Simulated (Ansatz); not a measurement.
```tsv
atom	x (Å)	y (Å)	z (Å)
S	-2.3217	-1.4752	1.1636
Si	-2.5072	0.4653	-0.0746
Si	-0.6284	0.0952	1.1500
H	-3.6099	1.2745	0.4918
H	-2.5518	0.0465	-1.4931
H	-2.9544	-1.0143	2.2738
H	0.5386	-0.5622	0.5213
H	-0.5112	0.6640	2.5117
```

Geometry: PBE0-D3(BJ)/def2-SVP.

Computed with isolated molecule in a Gaussian basis; Kohn-Sham density functional theory, functional PBE0 in Ansatz 0.2.0.

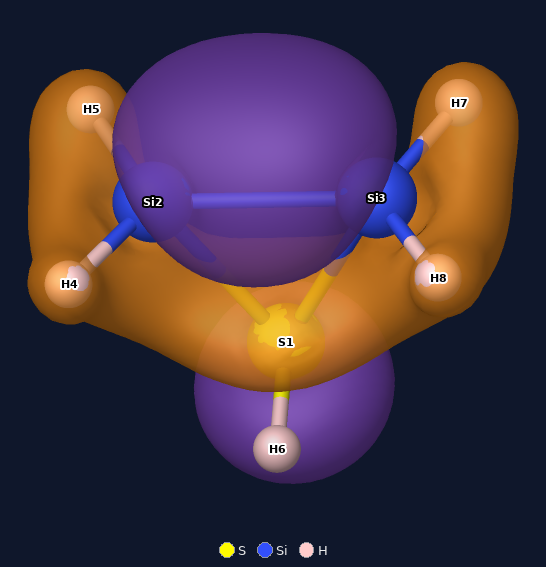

H5SSi2 (SMILES [SiH2]1[SiH2][SH+]1) (charge +1). One frontier orbital at ±0.1 Å⁻³ᐟ² (orange and purple are the two phases), seen across its widest extent.

> Which orbital is it: HOMO or LUMO?

The HOMO, at −13.26 eV. Its weight (Hirshfeld) is mainly on Si2 (about 30 %), Si3 (about 30 %) and S1 (about 25 %).
